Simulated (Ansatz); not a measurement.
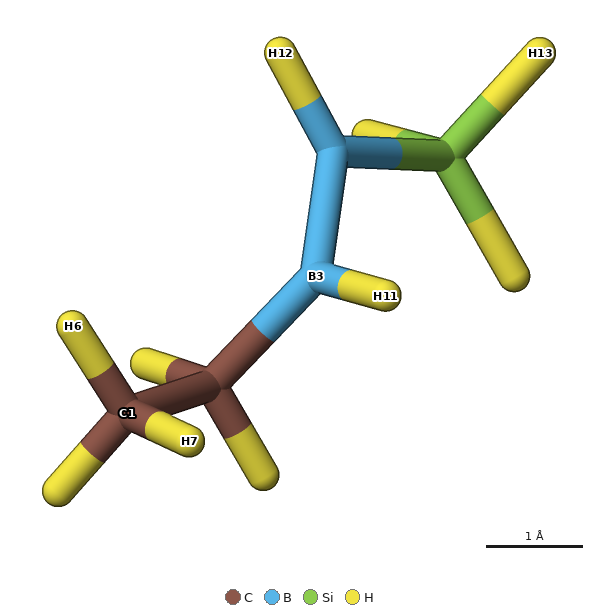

*The structure as given in the input (stick view, seen at a tilt; atoms are numbered from 1 in the order of the input).*

Bond lengths as drawn: B–B 1.61 Å, B–C 1.60 Å, B–H 1.18 to 1.19 Å, B–Si 1.98 Å, C–C 1.58 Å, C–H 1.11 to 1.12 Å and H–Si 1.45 to 1.46 Å.

**Run report: C2H10B2Si, molecular dynamics (part 1 of 3)**

C2H10B2Si, SMILES CCBB[SiH3], computed with RKS BLYP-D4/STO-3G (Ansatz 0.2.0).

It belongs to a series of runs on one base structure; here: dynamics from the start. Figures and captions count atoms from 1; the log counts them from 0 in places.

## What the program printed
```
Engine: ansatz 0.2.0, aarch64-unknown-linux-gnu
Functional definition: BLYP
  parameter beta = 0.0042
  parameter a = 0.04918
  parameter b = 0.132
  parameter c = 0.2533
  parameter d = 0.349
  exchange = b88_x(beta = beta)
  correlation = lyp_c(a = a, b = b, c = c, d = d)
these checks for a lower state are left out or cut short: stability, starts, cluster_reference, orbital_swaps, neighbouring_geometries, increment
554 factors; integrals over basis functions are off by at most 5.3e-5 eV
mean field evaluation 1: about -11327.8095 eV, gradient 1.7e1 eV
mean field evaluation 2: about -11327.9281 eV, gradient 1.5e1 eV
mean field evaluation 4: about -11328.7382 eV, gradient 6.5e-1 eV
mean field evaluation 8: about -11328.5872 eV, gradient 4.0e-2 eV
mean field -11328.58718158 eV, -416.3179001310 hartree, gradient 4.0e-6 eV, S^2 0.000000; 0 other end points of the search recorded, 0 dependent functions left out
the calculation of the forces begins
reference -11328.58748818 eV, -416.3179113981 hartree; 23, 23 occupied and 16, 16 virtual orbitals, 554 factors
md step     0: t =     0.00 fs  T =   400.0 K  F+E_penalty+E_count = -11329.18912087 eV  E_kin = 0.672152 eV  conserved = -11328.51696887 eV  (13 SCF iters)
these checks for a lower state are left out or cut short: stability, starts, cluster_reference, orbital_swaps, neighbouring_geometries, increment
554 factors; integrals over basis functions are off by at most 5.3e-5 eV
mean field evaluation 16: about -11328.7287 eV, gradient 5.6e-1 eV
mean field -11328.57509597 eV, -416.3174559929 hartree, gradient 2.6e-6 eV, S^2 0.000000; 0 other end points of the search recorded, 0 dependent functions left out
the calculation of the forces begins
reference -11328.57540287 eV, -416.3174672714 hartree; 23, 23 occupied and 16, 16 virtual orbitals, 554 factors
md step     1: t =     0.50 fs  T =   392.8 K  F+E_penalty+E_count = -11329.17677395 eV  E_kin = 0.659974 eV  conserved = -11328.51679994 eV  (17 SCF iters, 3 dispersion substeps)
[... from here on the SCF iterations and repeated set-up lines of each step are left out, up to the last step ...]
md step     2: t =     1.00 fs  T =   372.3 K  F+E_penalty+E_count = -11329.14212865 eV  E_kin = 0.625665 eV  conserved = -11328.51646370 eV  (17 SCF iters, 3 dispersion substeps)
md step     3: t =     1.50 fs  T =   341.7 K  F+E_penalty+E_count = -11329.09029443 eV  E_kin = 0.574266 eV  conserved = -11328.51602882 eV  (17 SCF iters, 3 dispersion substeps)
md step     4: t =     2.00 fs  T =   305.0 K  F+E_penalty+E_count = -11329.02801776 eV  E_kin = 0.512454 eV  conserved = -11328.51556345 eV  (17 SCF iters, 3 dispersion substeps)
md step     5: t =     2.50 fs  T =   266.3 K  F+E_penalty+E_count = -11328.96259932 eV  E_kin = 0.447472 eV  conserved = -11328.51512711 eV  (17 SCF iters, 3 dispersion substeps)
md step     6: t =     3.00 fs  T =   229.8 K  F+E_penalty+E_count = -11328.90093771 eV  E_kin = 0.386172 eV  conserved = -11328.51476595 eV  (12 SCF iters, 3 dispersion substeps)
md step     7: t =     3.50 fs  T =   198.9 K  F+E_penalty+E_count = -11328.84877288 eV  E_kin = 0.334261 eV  conserved = -11328.51451219 eV  (12 SCF iters, 3 dispersion substeps)
md step     8: t =     4.00 fs  T =   176.0 K  F+E_penalty+E_count = -11328.81014998 eV  E_kin = 0.295765 eV  conserved = -11328.51438515 eV  (12 SCF iters, 3 dispersion substeps)
md step     9: t =     4.50 fs  T =   162.3 K  F+E_penalty+E_count = -11328.78710072 eV  E_kin = 0.272709 eV  conserved = -11328.51439125 eV  (12 SCF iters, 3 dispersion substeps)
md step    10: t =     5.00 fs  T =   157.7 K  F+E_penalty+E_count = -11328.77953676 eV  E_kin = 0.265012 eV  conserved = -11328.51452490 eV  (12 SCF iters, 3 dispersion substeps)
md step    11: t =     5.50 fs  T =   161.0 K  F+E_penalty+E_count = -11328.78534952 eV  E_kin = 0.270582 eV  conserved = -11328.51476735 eV  (12 SCF iters, 3 dispersion substeps)
md step    12: t =     6.00 fs  T =   170.0 K  F+E_penalty+E_count = -11328.80072504 eV  E_kin = 0.285638 eV  conserved = -11328.51508679 eV  (11 SCF iters, 3 dispersion substeps)
md step    13: t =     6.50 fs  T =   181.7 K  F+E_penalty+E_count = -11328.82067994 eV  E_kin = 0.305243 eV  conserved = -11328.51543688 eV  (12 SCF iters, 3 dispersion substeps)
md step    14: t =     7.00 fs  T =   192.8 K  F+E_penalty+E_count = -11328.83981918 eV  E_kin = 0.324061 eV  conserved = -11328.51575802 eV  (17 SCF iters, 3 dispersion substeps)
md step    15: t =     7.50 fs  T =   200.7 K  F+E_penalty+E_count = -11328.85327672 eV  E_kin = 0.337290 eV  conserved = -11328.51598643 eV  (17 SCF iters, 3 dispersion substeps)
md step    16: t =     8.00 fs  T =   203.3 K  F+E_penalty+E_count = -11328.85771669 eV  E_kin = 0.341651 eV  conserved = -11328.51606581 eV  (17 SCF iters, 3 dispersion substeps)
md step    17: t =     8.50 fs  T =   200.1 K  F+E_penalty+E_count = -11328.85218677 eV  E_kin = 0.336221 eV  conserved = -11328.51596583 eV  (17 SCF iters, 3 dispersion substeps)
md step    18: t =     9.00 fs  T =   192.1 K  F+E_penalty+E_count = -11328.83853280 eV  E_kin = 0.322830 eV  conserved = -11328.51570305 eV  (18 SCF iters, 3 dispersion substeps)
md step    19: t =     9.50 fs  T =   181.9 K  F+E_penalty+E_count = -11328.82109217 eV  E_kin = 0.305744 eV  conserved = -11328.51534775 eV  (18 SCF iters, 3 dispersion substeps)
md step    20: t =    10.00 fs  T =   172.9 K  F+E_penalty+E_count = -11328.80557231 eV  E_kin = 0.290563 eV  conserved = -11328.51500970 eV  (17 SCF iters, 3 dispersion substeps)
md step    21: t =    10.50 fs  T =   168.1 K  F+E_penalty+E_count = -11328.79735178 eV  E_kin = 0.282552 eV  conserved = -11328.51480009 eV  (12 SCF iters, 3 dispersion substeps)
md step    22: t =    11.00 fs  T =   169.6 K  F+E_penalty+E_count = -11328.79978359 eV  E_kin = 0.284998 eV  conserved = -11328.51478553 eV  (12 SCF iters, 3 dispersion substeps)
md step    23: t =    11.50 fs  T =   177.5 K  F+E_penalty+E_count = -11328.81318154 eV  E_kin = 0.298222 eV  conserved = -11328.51495966 eV  (12 SCF iters, 3 dispersion substeps)
md step    24: t =    12.00 fs  T =   190.2 K  F+E_penalty+E_count = -11328.83489913 eV  E_kin = 0.319647 eV  conserved = -11328.51525179 eV  (12 SCF iters, 3 dispersion substeps)
md step    25: t =    12.50 fs  T =   205.2 K  F+E_penalty+E_count = -11328.86038743 eV  E_kin = 0.344823 eV  conserved = -11328.51556449 eV  (12 SCF iters, 3 dispersion substeps)
md step    26: t =    13.00 fs  T =   219.5 K  F+E_penalty+E_count = -11328.88468816 eV  E_kin = 0.368875 eV  conserved = -11328.51581311 eV  (17 SCF iters, 3 dispersion substeps)
md step    27: t =    13.50 fs  T =   230.8 K  F+E_penalty+E_count = -11328.90374344 eV  E_kin = 0.387789 eV  conserved = -11328.51595401 eV  (17 SCF iters, 3 dispersion substeps)
md step    28: t =    14.00 fs  T =   237.5 K  F+E_penalty+E_count = -11328.91512209 eV  E_kin = 0.399139 eV  conserved = -11328.51598326 eV  (17 SCF iters, 3 dispersion substeps)
md step    29: t =    14.50 fs  T =   239.4 K  F+E_penalty+E_count = -11328.91812899 eV  E_kin = 0.402205 eV  conserved = -11328.51592424 eV  (17 SCF iters, 3 dispersion substeps)
md step    30: t =    15.00 fs  T =   236.7 K  F+E_penalty+E_count = -11328.91348746 eV  E_kin = 0.397678 eV  conserved = -11328.51580923 eV  (17 SCF iters, 3 dispersion substeps)
md step    31: t =    15.50 fs  T =   230.4 K  F+E_penalty+E_count = -11328.90285811 eV  E_kin = 0.387191 eV  conserved = -11328.51566718 eV  (16 SCF iters, 3 dispersion substeps)
md step    32: t =    16.00 fs  T =   221.9 K  F+E_penalty+E_count = -11328.88838506 eV  E_kin = 0.372867 eV  conserved = -11328.51551848 eV  (16 SCF iters, 3 dispersion substeps)
md step    33: t =    16.50 fs  T =   212.4 K  F+E_penalty+E_count = -11328.87235459 eV  E_kin = 0.356978 eV  conserved = -11328.51537704 eV  (12 SCF iters, 3 dispersion substeps)
md step    34: t =    17.00 fs  T =   203.3 K  F+E_penalty+E_count = -11328.85695706 eV  E_kin = 0.341704 eV  conserved = -11328.51525277 eV  (12 SCF iters, 3 dispersion substeps)
md step    35: t =    17.50 fs  T =   195.8 K  F+E_penalty+E_count = -11328.84410932 eV  E_kin = 0.328954 eV  conserved = -11328.51515522 eV  (12 SCF iters, 3 dispersion substeps)
md step    36: t =    18.00 fs  T =   190.5 K  F+E_penalty+E_count = -11328.83529035 eV  E_kin = 0.320195 eV  conserved = -11328.51509513 eV  (12 SCF iters, 3 dispersion substeps)
md step    37: t =    18.50 fs  T =   188.2 K  F+E_penalty+E_count = -11328.83137135 eV  E_kin = 0.316288 eV  conserved = -11328.51508331 eV  (12 SCF iters, 3 dispersion substeps)
md step    38: t =    19.00 fs  T =   188.8 K  F+E_penalty+E_count = -11328.83245594 eV  E_kin = 0.317328 eV  conserved = -11328.51512767 eV  (12 SCF iters, 3 dispersion substeps)
md step    39: t =    19.50 fs  T =   191.9 K  F+E_penalty+E_count = -11328.83777621 eV  E_kin = 0.322548 eV  conserved = -11328.51522840 eV  (12 SCF iters, 3 dispersion substeps)
md step    40: t =    20.00 fs  T =   196.6 K  F+E_penalty+E_count = -11328.84571093 eV  E_kin = 0.330337 eV  conserved = -11328.51537438 eV  (17 SCF iters, 3 dispersion substeps)
md step    41: t =    20.50 fs  T =   201.4 K  F+E_penalty+E_count = -11328.85398771 eV  E_kin = 0.338448 eV  conserved = -11328.51553959 eV  (17 SCF iters, 3 dispersion substeps)
md step    42: t =    21.00 fs  T =   205.0 K  F+E_penalty+E_count = -11328.86011003 eV  E_kin = 0.344426 eV  conserved = -11328.51568356 eV  (17 SCF iters, 3 dispersion substeps)
md step    43: t =    21.50 fs  T =   206.0 K  F+E_penalty+E_count = -11328.86199054 eV  E_kin = 0.346231 eV  conserved = -11328.51575918 eV  (17 SCF iters, 3 dispersion substeps)
md step    44: t =    22.00 fs  T =   204.1 K  F+E_penalty+E_count = -11328.85867462 eV  E_kin = 0.342950 eV  conserved = -11328.51572501 eV  (17 SCF iters, 3 dispersion substeps)
md step    45: t =    22.50 fs  T =   199.6 K  F+E_penalty+E_count = -11328.85094317 eV  E_kin = 0.335378 eV  conserved = -11328.51556525 eV  (16 SCF iters, 3 dispersion substeps)
md step    46: t =    23.00 fs  T =   194.1 K  F+E_penalty+E_count = -11328.84150549 eV  E_kin = 0.326199 eV  conserved = -11328.51530621 eV  (16 SCF iters, 3 dispersion substeps)
md step    47: t =    23.50 fs  T =   190.2 K  F+E_penalty+E_count = -11328.83454434 eV  E_kin = 0.319525 eV  conserved = -11328.51501977 eV  (16 SCF iters, 3 dispersion substeps)
md step    48: t =    24.00 fs  T =   190.3 K  F+E_penalty+E_count = -11328.83458276 eV  E_kin = 0.319778 eV  conserved = -11328.51480457 eV  (12 SCF iters, 3 dispersion substeps)
md step    49: t =    24.50 fs  T =   196.5 K  F+E_penalty+E_count = -11328.84497087 eV  E_kin = 0.330223 eV  conserved = -11328.51474785 eV  (12 SCF iters, 3 dispersion substeps)
md step    50: t =    25.00 fs  T =   209.3 K  F+E_penalty+E_count = -11328.86656196 eV  E_kin = 0.351674 eV  conserved = -11328.51488769 eV  (12 SCF iters, 3 dispersion substeps)
md step    51: t =    25.50 fs  T =   227.3 K  F+E_penalty+E_count = -11328.89714294 eV  E_kin = 0.381947 eV  conserved = -11328.51519566 eV  (12 SCF iters, 3 dispersion substeps)
md step    52: t =    26.00 fs  T =   247.7 K  F+E_penalty+E_count = -11328.93186707 eV  E_kin = 0.416275 eV  conserved = -11328.51559181 eV  (12 SCF iters, 3 dispersion substeps)
md step    53: t =    26.50 fs  T =   266.9 K  F+E_penalty+E_count = -11328.96447734 eV  E_kin = 0.448498 eV  conserved = -11328.51597889 eV  (17 SCF iters, 3 dispersion substeps)
md step    54: t =    27.00 fs  T =   281.2 K  F+E_penalty+E_count = -11328.98881261 eV  E_kin = 0.472538 eV  conserved = -11328.51627470 eV  (17 SCF iters, 3 dispersion substeps)
md step    55: t =    27.50 fs  T =   287.8 K  F+E_penalty+E_count = -11329.00009474 eV  E_kin = 0.483663 eV  conserved = -11328.51643208 eV  (17 SCF iters, 3 dispersion substeps)
md step    56: t =    28.00 fs  T =   285.2 K  F+E_penalty+E_count = -11328.99570391 eV  E_kin = 0.479265 eV  conserved = -11328.51643859 eV  (17 SCF iters, 3 dispersion substeps)
md step    57: t =    28.50 fs  T =   273.2 K  F+E_penalty+E_count = -11328.97541140 eV  E_kin = 0.459104 eV  conserved = -11328.51630784 eV  (17 SCF iters, 3 dispersion substeps)
md step    58: t =    29.00 fs  T =   253.0 K  F+E_penalty+E_count = -11328.94118864 eV  E_kin = 0.425119 eV  conserved = -11328.51606937 eV  (17 SCF iters, 3 dispersion substeps)
md step    59: t =    29.50 fs  T =   226.7 K  F+E_penalty+E_count = -11328.89674965 eV  E_kin = 0.380989 eV  conserved = -11328.51576040 eV  (17 SCF iters, 3 dispersion substeps)
md step    60: t =    30.00 fs  T =   197.3 K  F+E_penalty+E_count = -11328.84695538 eV  E_kin = 0.331534 eV  conserved = -11328.51542145 eV  (12 SCF iters, 3 dispersion substeps)
md step    61: t =    30.50 fs  T =   167.9 K  F+E_penalty+E_count = -11328.79715851 eV  E_kin = 0.282065 eV  conserved = -11328.51509369 eV  (12 SCF iters, 3 dispersion substeps)
md step    62: t =    31.00 fs  T =   141.5 K  F+E_penalty+E_count = -11328.75253712 eV  E_kin = 0.237721 eV  conserved = -11328.51481649 eV  (12 SCF iters, 3 dispersion substeps)
md step    63: t =    31.50 fs  T =   120.7 K  F+E_penalty+E_count = -11328.71746089 eV  E_kin = 0.202836 eV  conserved = -11328.51462487 eV  (11 SCF iters, 3 dispersion substeps)
md step    64: t =    32.00 fs  T =   107.4 K  F+E_penalty+E_count = -11328.69494164 eV  E_kin = 0.180398 eV  conserved = -11328.51454383 eV  (11 SCF iters, 3 dispersion substeps)
md step    65: t =    32.50 fs  T =   102.2 K  F+E_penalty+E_count = -11328.68624176 eV  E_kin = 0.171657 eV  conserved = -11328.51458442 eV  (11 SCF iters, 3 dispersion substeps)
md step    66: t =    33.00 fs  T =   104.7 K  F+E_penalty+E_count = -11328.69070901 eV  E_kin = 0.175969 eV  conserved = -11328.51474045 eV  (11 SCF iters, 3 dispersion substeps)
md step    67: t =    33.50 fs  T =   113.6 K  F+E_penalty+E_count = -11328.70588976 eV  E_kin = 0.190903 eV  conserved = -11328.51498665 eV  (11 SCF iters, 3 dispersion substeps)
md step    68: t =    34.00 fs  T =   126.6 K  F+E_penalty+E_count = -11328.72793884 eV  E_kin = 0.212657 eV  conserved = -11328.51528168 eV  (11 SCF iters, 3 dispersion substeps)
md step    69: t =    34.50 fs  T =   140.9 K  F+E_penalty+E_count = -11328.75228869 eV  E_kin = 0.236718 eV  conserved = -11328.51557022 eV  (12 SCF iters, 3 dispersion substeps)
md step    70: t =    35.00 fs  T =   154.0 K  F+E_penalty+E_count = -11328.77450655 eV  E_kin = 0.258712 eV  conserved = -11328.51579490 eV  (12 SCF iters, 3 dispersion substeps)
md step    71: t =    35.50 fs  T =   163.8 K  F+E_penalty+E_count = -11328.79119212 eV  E_kin = 0.275286 eV  conserved = -11328.51590644 eV  (17 SCF iters, 3 dispersion substeps)
md step    72: t =    36.00 fs  T =   169.5 K  F+E_penalty+E_count = -11328.80073177 eV  E_kin = 0.284854 eV  conserved = -11328.51587824 eV  (17 SCF iters, 3 dispersion substeps)
md step    73: t =    36.50 fs  T =   171.4 K  F+E_penalty+E_count = -11328.80368314 eV  E_kin = 0.287963 eV  conserved = -11328.51572059 eV  (17 SCF iters, 3 dispersion substeps)
md step    74: t =    37.00 fs  T =   170.9 K  F+E_penalty+E_count = -11328.80259201 eV  E_kin = 0.287108 eV  conserved = -11328.51548381 eV  (17 SCF iters, 3 dispersion substeps)
md step    75: t =    37.50 fs  T =   170.2 K  F+E_penalty+E_count = -11328.80119341 eV  E_kin = 0.285946 eV  conserved = -11328.51524759 eV  (17 SCF iters, 3 dispersion substeps)
md step    76: t =    38.00 fs  T =   171.4 K  F+E_penalty+E_count = -11328.80318402 eV  E_kin = 0.288092 eV  conserved = -11328.51509244 eV  (12 SCF iters, 3 dispersion substeps)
md step    77: t =    38.50 fs  T =   176.1 K  F+E_penalty+E_count = -11328.81099411 eV  E_kin = 0.295928 eV  conserved = -11328.51506634 eV  (12 SCF iters, 3 dispersion substeps)
md step    78: t =    39.00 fs  T =   184.4 K  F+E_penalty+E_count = -11328.82505005 eV  E_kin = 0.309883 eV  conserved = -11328.51516689 eV  (12 SCF iters, 3 dispersion substeps)
md step    79: t =    39.50 fs  T =   195.5 K  F+E_penalty+E_count = -11328.84380818 eV  E_kin = 0.328463 eV  conserved = -11328.51534503 eV  (12 SCF iters, 3 dispersion substeps)
md step    80: t =    40.00 fs  T =   207.7 K  F+E_penalty+E_count = -11328.86448400 eV  E_kin = 0.348952 eV  conserved = -11328.51553242 eV  (12 SCF iters, 3 dispersion substeps)
md step    81: t =    40.50 fs  T =   219.2 K  F+E_penalty+E_count = -11328.88408486 eV  E_kin = 0.368413 eV  conserved = -11328.51567214 eV  (12 SCF iters, 3 dispersion substeps)
md step    82: t =    41.00 fs  T =   228.8 K  F+E_penalty+E_count = -11328.90029092 eV  E_kin = 0.384553 eV  conserved = -11328.51573745 eV  (12 SCF iters, 3 dispersion substeps)
md step    83: t =    41.50 fs  T =   235.8 K  F+E_penalty+E_count = -11328.91189411 eV  E_kin = 0.396161 eV  conserved = -11328.51573323 eV  (12 SCF iters, 3 dispersion substeps)
md step    84: t =    42.00 fs  T =   239.9 K  F+E_penalty+E_count = -11328.91875845 eV  E_kin = 0.403074 eV  conserved = -11328.51568471 eV  (12 SCF iters, 3 dispersion substeps)
md step    85: t =    42.50 fs  T =   241.5 K  F+E_penalty+E_count = -11328.92146097 eV  E_kin = 0.405839 eV  conserved = -11328.51562205 eV  (17 SCF iters, 3 dispersion substeps)
md step    86: t =    43.00 fs  T =   241.2 K  F+E_penalty+E_count = -11328.92084302 eV  E_kin = 0.405275 eV  conserved = -11328.51556844 eV  (17 SCF iters, 3 dispersion substeps)
md step    87: t =    43.50 fs  T =   239.3 K  F+E_penalty+E_count = -11328.91765828 eV  E_kin = 0.402124 eV  conserved = -11328.51553393 eV  (17 SCF iters, 3 dispersion substeps)
md step    88: t =    44.00 fs  T =   236.2 K  F+E_penalty+E_count = -11328.91240801 eV  E_kin = 0.396891 eV  conserved = -11328.51551721 eV  (17 SCF iters, 3 dispersion substeps)
md step    89: t =    44.50 fs  T =   232.0 K  F+E_penalty+E_count = -11328.90535046 eV  E_kin = 0.389840 eV  conserved = -11328.51551032 eV  (17 SCF iters, 3 dispersion substeps)
md step    90: t =    45.00 fs  T =   226.8 K  F+E_penalty+E_count = -11328.89661341 eV  E_kin = 0.381110 eV  conserved = -11328.51550365 eV  (17 SCF iters, 3 dispersion substeps)
md step    91: t =    45.50 fs  T =   220.7 K  F+E_penalty+E_count = -11328.88632799 eV  E_kin = 0.370836 eV  conserved = -11328.51549168 eV  (17 SCF iters, 3 dispersion substeps)
md step    92: t =    46.00 fs  T =   213.8 K  F+E_penalty+E_count = -11328.87471820 eV  E_kin = 0.359245 eV  conserved = -11328.51547311 eV  (17 SCF iters, 3 dispersion substeps)
md step    93: t =    46.50 fs  T =   206.3 K  F+E_penalty+E_count = -11328.86212715 eV  E_kin = 0.346678 eV  conserved = -11328.51544960 eV  (12 SCF iters, 3 dispersion substeps)
md step    94: t =    47.00 fs  T =   198.5 K  F+E_penalty+E_count = -11328.84899283 eV  E_kin = 0.333568 eV  conserved = -11328.51542463 eV  (12 SCF iters, 3 dispersion substeps)
md step    95: t =    47.50 fs  T =   190.7 K  F+E_penalty+E_count = -11328.83580232 eV  E_kin = 0.320402 eV  conserved = -11328.51540038 eV  (12 SCF iters, 3 dispersion substeps)
md step    96: t =    48.00 fs  T =   183.1 K  F+E_penalty+E_count = -11328.82306359 eV  E_kin = 0.307688 eV  conserved = -11328.51537539 eV  (12 SCF iters, 3 dispersion substeps)
md step    97: t =    48.50 fs  T =   176.1 K  F+E_penalty+E_count = -11328.81132527 eV  E_kin = 0.295980 eV  conserved = -11328.51534505 eV  (12 SCF iters, 3 dispersion substeps)
md step    98: t =    49.00 fs  T =   170.2 K  F+E_penalty+E_count = -11328.80124919 eV  E_kin = 0.285947 eV  conserved = -11328.51530207 eV  (17 SCF iters, 3 dispersion substeps)
md step    99: t =    49.50 fs  T =   165.7 K  F+E_penalty+E_count = -11328.79371188 eV  E_kin = 0.278471 eV  conserved = -11328.51524096 eV  (17 SCF iters, 3 dispersion substeps)
md step   100: t =    50.00 fs  T =   163.5 K  F+E_penalty+E_count = -11328.78986395 eV  E_kin = 0.274698 eV  conserved = -11328.51516584 eV  (17 SCF iters, 3 dispersion substeps)
md step   101: t =    50.50 fs  T =   164.2 K  F+E_penalty+E_count = -11328.79104213 eV  E_kin = 0.275947 eV  conserved = -11328.51509547 eV  (17 SCF iters, 3 dispersion substeps)
md step   102: t =    51.00 fs  T =   168.6 K  F+E_penalty+E_count = -11328.79845478 eV  E_kin = 0.283391 eV  conserved = -11328.51506346 eV  (17 SCF iters, 3 dispersion substeps)
md step   103: t =    51.50 fs  T =   177.1 K  F+E_penalty+E_count = -11328.81265724 eV  E_kin = 0.297550 eV  conserved = -11328.51510697 eV  (17 SCF iters, 3 dispersion substeps)
```
